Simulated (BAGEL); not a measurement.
# C6H10 (1-Hexyne): PBE0/6-31G(d) (density fitting with cc-pvqz-jkfit, spherical functions)

What is the energy change on altering one bond length of C6H10 (1-Hexyne) at PBE0/6-31G* (density fitting with cc-pvqz-jkfit, spherical functions)? 

Program for the calculation: BAGEL 1.2.2.

## Step 1: The molecule

C6H10 has 16 atoms, charge 0, and is taken as a singlet. SMILES: `C#CCCCC`. Geometry: relaxed at PBE0-D4/def2-TZVP. This is one conformer, not always the lowest.

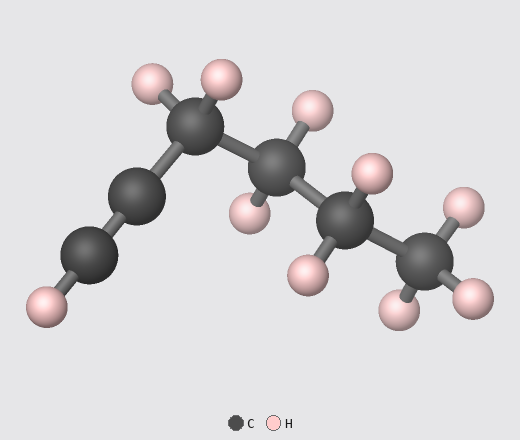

The structure, seen from a chosen angle (carbon dark grey, hydrogen pink).

## Step 2: The energy at PBE0/6-31G(d) (density fitting with cc-pvqz-jkfit, spherical functions)

The input, input.json:

```json
{ "bagel": [

{
  "title": "molecule",
  "basis": "6-31gs.json",
  "df_basis": "cc-pvqz-jkfit",
  "angstrom": true,
  "geometry": [
    { "atom": "C", "xyz": [    2.660420,    0.580700,   -1.472550 ] },
    { "atom": "C", "xyz": [    2.082490,   -0.099320,   -0.669140 ] },
    { "atom": "C", "xyz": [    1.360070,   -0.920660,    0.288130 ] },
    { "atom": "C", "xyz": [   -0.159670,   -0.823540,    0.141250 ] },
    { "atom": "C", "xyz": [   -0.706900,    0.565940,    0.416950 ] },
    { "atom": "C", "xyz": [   -2.214010,    0.644320,    0.249970 ] },
    { "atom": "H", "xyz": [    3.179340,    1.181330,   -2.181130 ] },
    { "atom": "H", "xyz": [    1.678260,   -1.961460,    0.169270 ] },
    { "atom": "H", "xyz": [    1.650900,   -0.622880,    1.302190 ] },
    { "atom": "H", "xyz": [   -0.616660,   -1.542860,    0.829610 ] },
    { "atom": "H", "xyz": [   -0.440130,   -1.135470,   -0.870290 ] },
    { "atom": "H", "xyz": [   -0.219970,    1.281180,   -0.253520 ] },
    { "atom": "H", "xyz": [   -0.430940,    0.865200,    1.435090 ] },
    { "atom": "H", "xyz": [   -2.510270,    0.383620,   -0.769950 ] },
    { "atom": "H", "xyz": [   -2.725260,   -0.045710,    0.927490 ] },
    { "atom": "H", "xyz": [   -2.587660,    1.649600,    0.456640 ] }
  ]
},
{
  "title": "ks",
  "xc_func": "pbe0"
},
{
  "title": "print",
  "file": "orbitals.molden",
  "orbitals": true
}

]}
```

The basis set 6-31G* is read from a file made from the Basis Set Exchange's data (not shown).

The run is started by

```
$ BAGEL_NUM_THREADS=1 BAGEL input.json > input.out
```

Log:

```text
* using 1 threads per process

  ===============================================================
  ===============================================================

  *** Geometry ***

  { "atom" : "C", "xyz" : [      5.027465,      1.097364,     -2.782716 ] },
  { "atom" : "C", "xyz" : [      3.935336,     -0.187688,     -1.264491 ] },
  { "atom" : "C", "xyz" : [      2.570160,     -1.739795,      0.544487 ] },
  { "atom" : "C", "xyz" : [     -0.301733,     -1.556265,      0.266924 ] },
  { "atom" : "C", "xyz" : [     -1.335847,      1.069472,      0.787921 ] },
  { "atom" : "C", "xyz" : [     -4.183873,      1.217588,      0.472375 ] },
  { "atom" : "H", "xyz" : [      6.008082,      2.232390,     -4.121738 ] },
  { "atom" : "H", "xyz" : [      3.171452,     -3.706622,      0.319874 ] },
  { "atom" : "H", "xyz" : [      3.119749,     -1.177073,      2.460782 ] },
  { "atom" : "H", "xyz" : [     -1.165319,     -2.915583,      1.567736 ] },
  { "atom" : "H", "xyz" : [     -0.831725,     -2.145727,     -1.644610 ] },
  { "atom" : "H", "xyz" : [     -0.415683,      2.421079,     -0.479083 ] },
  { "atom" : "H", "xyz" : [     -0.814359,      1.634991,      2.711927 ] },
  { "atom" : "H", "xyz" : [     -4.743723,      0.724937,     -1.454995 ] },
  { "atom" : "H", "xyz" : [     -5.149995,     -0.086379,      1.752702 ] },
  { "atom" : "H", "xyz" : [     -4.889969,      3.117292,      0.862925 ] },

  Number of auxiliary basis functions:     1146

  Since a DF basis is specified, we compute 2- and 3-index integrals:
    o Being stored without compression. Storage requirement is 0.099 GB

  Number of basis functions:      104
  Number of electrons      :       46

    * METHOD: MOLECULE                             2.29

  *** Kohn-Sham DFT ***

    * Removing 33455 points whose weight is below 1.00e-10
    * Grid points: 205041

  === Nuclear Repulsion ===
   215.6262656823

       - DIIS with orbital gradients will be used.

  === KS iteration (pbe0 / 6-31gs.json) ===
      0       -183.08302609          0.13901470           1.23
      1       -152.80613342          0.14628278           1.22
      2       -151.53106392          0.22441421           1.22
      3       -202.68540265          0.12553779           1.22
      4       -218.79997514          0.08946220           1.22
      5       -214.49287685          0.11882329           1.21
      6       -233.93589048          0.02076944           1.21
      7       -234.10183194          0.01569561           1.22
      8       -234.28389262          0.00307371           1.21
      9       -234.28519546          0.00295101           1.24
     10       -234.29155374          0.00047381           1.23
     11       -234.29167362          0.00023419           1.22
     12       -234.29170842          0.00003417           1.23
     13       -234.29170922          0.00001574           1.24
     14       -234.29170938          0.00000466           1.24
     15       -234.29170940          0.00000118           1.24
     16       -234.29170940          0.00000035           1.24
     17       -234.29170940          0.00000022           1.25
     18       -234.29170940          0.00000004           1.25
     19       -234.29170940          0.00000002           1.25
     20       -234.29170940          0.00000000           1.26
    * SCF iteration converged.

    * Permanent dipole moment:
           (    0.162121,     0.111614,    -0.145559) a.u.

    * METHOD: KS                                  27.61

    * METHOD: PRINT                                0.02

  ===============================================================
```

Wall time 30 s (1 thread of Arm Neoverse V2, shared host); peak memory 0.96 GiB.

## Step 3: The distorted shape

The input, calc.json:

```json
{ "bagel" : [

{
  "title" : "molecule",
  "basis" : "6-31gs.json",
  "df_basis" : "cc-pvqz-jkfit",
  "angstrom" : true,
  "geometry" : [
    { "atom" : "C", "xyz" : [    3.317094,   -1.086671,   -1.803389 ] },
    { "atom" : "C", "xyz" : [    2.739164,   -1.766691,   -0.999979 ] },
    { "atom" : "C", "xyz" : [    2.016744,   -2.588031,   -0.042709 ] },
    { "atom" : "C", "xyz" : [    0.497004,   -2.490911,   -0.189589 ] },
    { "atom" : "C", "xyz" : [   -0.706900,    0.565940,    0.416950 ] },
    { "atom" : "C", "xyz" : [   -2.214010,    0.644320,    0.249970 ] },
    { "atom" : "H", "xyz" : [    3.836014,   -0.486041,   -2.511969 ] },
    { "atom" : "H", "xyz" : [    2.334934,   -3.628831,   -0.161569 ] },
    { "atom" : "H", "xyz" : [    2.307574,   -2.290251,    0.971351 ] },
    { "atom" : "H", "xyz" : [    0.040014,   -3.210231,    0.498771 ] },
    { "atom" : "H", "xyz" : [    0.216544,   -2.802841,   -1.201129 ] },
    { "atom" : "H", "xyz" : [   -0.219970,    1.281180,   -0.253520 ] },
    { "atom" : "H", "xyz" : [   -0.430940,    0.865200,    1.435090 ] },
    { "atom" : "H", "xyz" : [   -2.510270,    0.383620,   -0.769950 ] },
    { "atom" : "H", "xyz" : [   -2.725260,   -0.045710,    0.927490 ] },
    { "atom" : "H", "xyz" : [   -2.587660,    1.649600,    0.456640 ] }
  ]
},
{ "title" : "ks", "xc_func" : "pbe0" },
{ "title" : "print", "file" : "orbitals.molden", "orbitals" : true }

]}
```

The basis set 6-31G* is read from a file made from the Basis Set Exchange's data (not shown).

The run is started by

```
$ BAGEL_NUM_THREADS=1 BAGEL calc.json > calc.out
```

Log:

```text
* using 1 threads per process

  ===============================================================
  ===============================================================

  *** Geometry ***

  { "atom" : "C", "xyz" : [      6.268399,     -2.053511,     -3.407911 ] },
  { "atom" : "C", "xyz" : [      5.176270,     -3.338562,     -1.889686 ] },
  { "atom" : "C", "xyz" : [      3.811094,     -4.890670,     -0.080708 ] },
  { "atom" : "C", "xyz" : [      0.939201,     -4.707140,     -0.358271 ] },
  { "atom" : "C", "xyz" : [     -1.335847,      1.069472,      0.787921 ] },
  { "atom" : "C", "xyz" : [     -4.183873,      1.217588,      0.472375 ] },
  { "atom" : "H", "xyz" : [      7.249016,     -0.918484,     -4.746933 ] },
  { "atom" : "H", "xyz" : [      4.412386,     -6.857497,     -0.305321 ] },
  { "atom" : "H", "xyz" : [      4.360683,     -4.327947,      1.835587 ] },
  { "atom" : "H", "xyz" : [      0.075616,     -6.066457,      0.942541 ] },
  { "atom" : "H", "xyz" : [      0.409209,     -5.296602,     -2.269805 ] },
  { "atom" : "H", "xyz" : [     -0.415683,      2.421079,     -0.479083 ] },
  { "atom" : "H", "xyz" : [     -0.814359,      1.634991,      2.711927 ] },
  { "atom" : "H", "xyz" : [     -4.743723,      0.724937,     -1.454995 ] },
  { "atom" : "H", "xyz" : [     -5.149995,     -0.086379,      1.752702 ] },
  { "atom" : "H", "xyz" : [     -4.889969,      3.117292,      0.862925 ] },

  Number of auxiliary basis functions:     1146

  Since a DF basis is specified, we compute 2- and 3-index integrals:
    o Being stored without compression. Storage requirement is 0.099 GB

  Number of basis functions:      104
  Number of electrons      :       46

    * METHOD: MOLECULE                             2.27

  *** Kohn-Sham DFT ***

    * Removing 29960 points whose weight is below 1.00e-10
    * Grid points: 208536

  === Nuclear Repulsion ===
   187.2260731066

       - DIIS with orbital gradients will be used.

  === KS iteration (pbe0 / 6-31gs.json) ===
      0       -180.16098088          0.12791057           1.26
      1       -103.19126830          0.14573151           1.25
      2       -102.48845656          0.17028392           1.24
      3       -201.56522199          0.06311375           1.24
      4       -111.04478688          0.09964943           1.24
      5       -223.27908881          0.06741437           1.26
      6       -230.14637018          0.04502747           1.26
      7       -233.30632724          0.02790767           1.26
      8       -233.47025476          0.02331872           1.26
      9       -233.94212123          0.01256806           1.25
     10       -234.06922738          0.00367741           1.26
     11       -234.03735698          0.00634103           1.26
     12       -234.04903516          0.00538269           1.26
     13       -234.07608063          0.00192838           1.28
     14       -234.07929913          0.00050877           1.26
     15       -234.07946380          0.00028566           1.27
     16       -234.07954906          0.00006482           1.25
     17       -234.07955223          0.00001395           1.27
     18       -234.07955227          0.00001284           1.26
     19       -234.07955237          0.00000379           1.25
     20       -234.07955238          0.00000049           1.26
     21       -234.07955238          0.00000142           1.25
     22       -234.07955238          0.00000049           1.25
     23       -234.07955238          0.00000012           1.25
     24       -234.07955238          0.00000003           1.26
     25       -234.07955238          0.00000003           1.25
     26       -234.07955238          0.00000001           1.24
     27       -234.07955238          0.00000000           1.24
    * SCF iteration converged.

    * Permanent dipole moment:
           (    0.290873,    -0.075637,    -0.192238) a.u.

    * METHOD: KS                                  36.94

    * METHOD: PRINT                                0.02

  ===============================================================
```

It took 40 s on 1 thread of Arm Neoverse V2, shared host; peak memory 0.97 GiB.

## Step 4: What came out

At PBE0/6-31G* (density fitting with cc-pvqz-jkfit, spherical functions):

| quantity | value |
| --- | --- |
| first shape: total energy | -234.29171 Eh |
| first shape: dipole moment | 0.62 D |
| first shape: HOMO energy | -7.32 eV |
| first shape: LUMO energy | 1.79 eV |
| first shape: HOMO–LUMO gap | 9.10 eV |
| distorted shape: total energy | -234.07955 Eh |
| distorted shape: dipole moment | 0.91 D |
| distorted shape: HOMO energy | -5.45 eV |
| distorted shape: LUMO energy | -2.90 eV |
| distorted shape: HOMO–LUMO gap | 2.55 eV |
| energy change with the C4–C5 bond stretched from 1.519 to 3.341 Å | 5.773 eV |

One bond (distorted shape) is far stretched, which a spin-restricted single reference describes badly; a broken-symmetry solution may lie lower. With the C4–C5 bond stretched from 1.519 to 3.341 Å the energy rises by 5.77 eV (133 kcal/mol). The first shape isn't relaxed at this level, so the change isn't measured from a minimum. A restricted reference can't describe the breaking bond well at this length.
